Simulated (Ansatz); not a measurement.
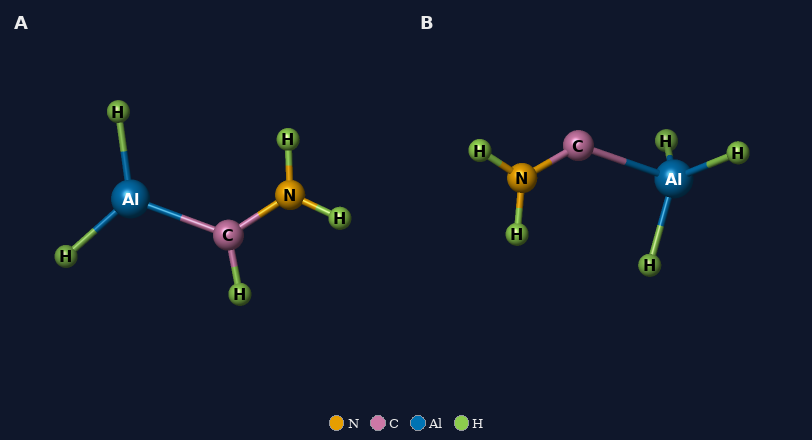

2 stationary structures of one formula. The species is neutral and a spin doublet. Geometries: PBE0-D4/def2-TZVP. Electronic energies: UHF-CCSD(T) (frozen core)/def2-TZVPP (Ansatz 0.2.0), without zero-point energy. No frequency run is at hand to confirm each as a minimum. Each is one conformer, not always the lowest.

> Which structure is the most stable?

A is lowest (Cs); B lies 161.2 kJ/mol above it (Cs).
